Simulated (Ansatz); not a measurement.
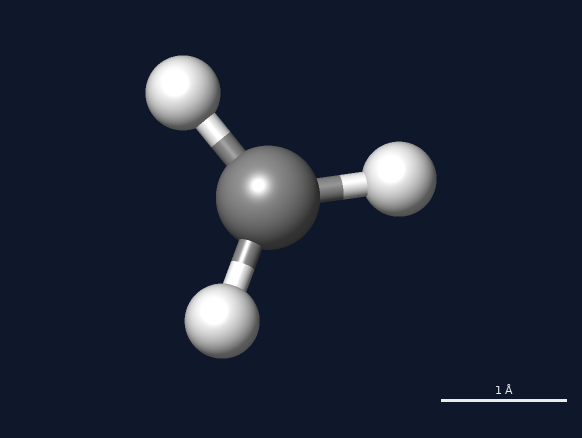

Colours: carbon grey, hydrogen white.

The species is neutral and a spin doublet. Computed geometry: PBE0-D4/def2-TZVP optimisation.

Identify the structure.

It has 4 atoms: 1 carbon and 3 hydrogen (CH₃). The point group is D3h. It is an open-shell species. All atoms lie on one plane. Coordination: 1 C trigonal planar.

More results for the same structure follow; atom numbers are the same in all pictures, views and colours differ.

**Vibrations**

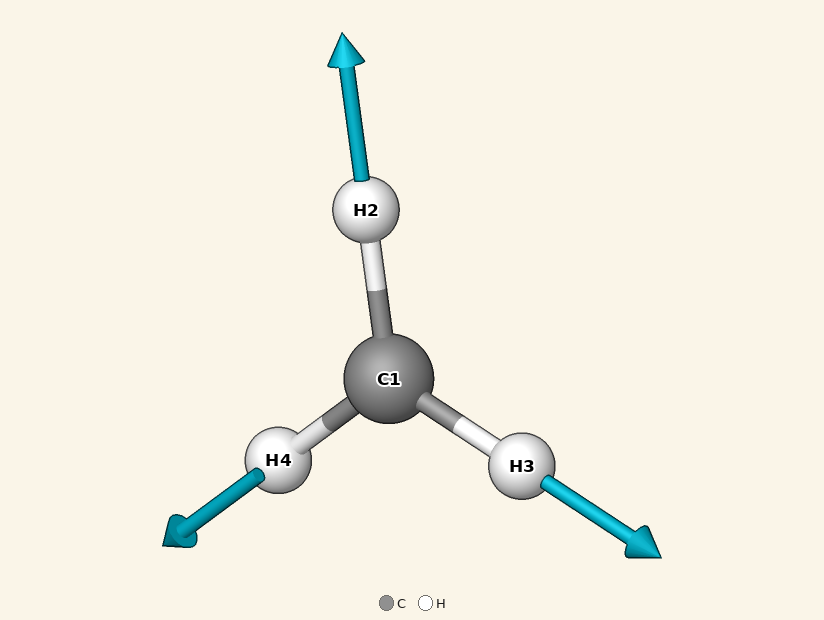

The arrows show one normal mode. Harmonic vibrations computed with UKS PBE0-D4/def2-TZVP (Ansatz 0.2.0) at a stationary point of the same level.

**What kind of motion is it?**

Mostly in-phase stretching of 3 C–H bonds.

**At what wavenumber does it lie?**

3128 cm⁻¹; it is mode 4 of 6 counted from the lowest.

**Electronic properties**

Level of theory: UHF-CCSD(T), frozen core/def2-QZVPP (Ansatz 0.2.0).

Predict the main results.

- ⟨S²⟩ of the determinant: 0.762
- T1 diagnostic: 0.009

**Charges**

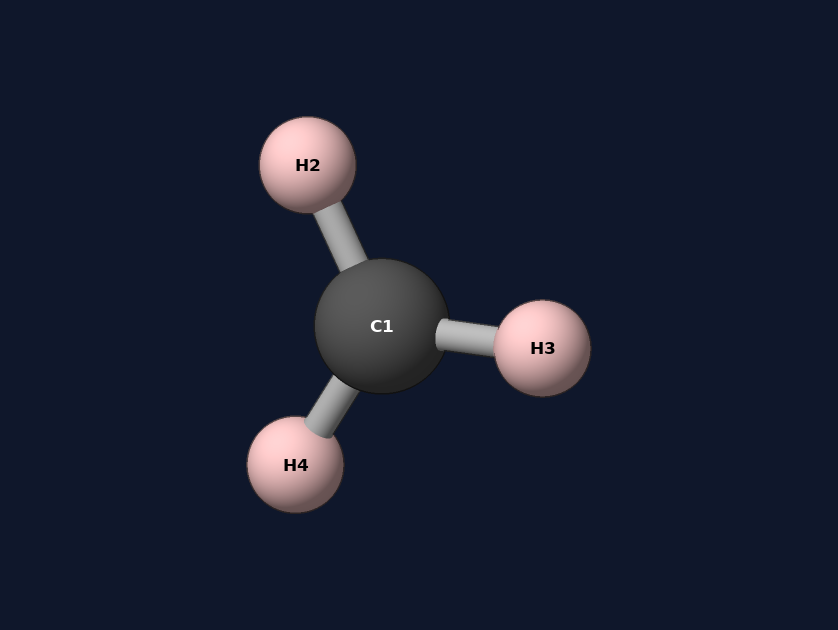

The questions are on Mulliken charges. Method: UKS PBE0-D4/def2-TZVP (Ansatz 0.2.0).

List the Mulliken charges.

```tsv
atom	value (e)
C1	−0.42
H2	0.14
H3	0.14
H4	0.14
```

Mulliken values depend strongly on the basis set and can even reverse the polarity of a bond.
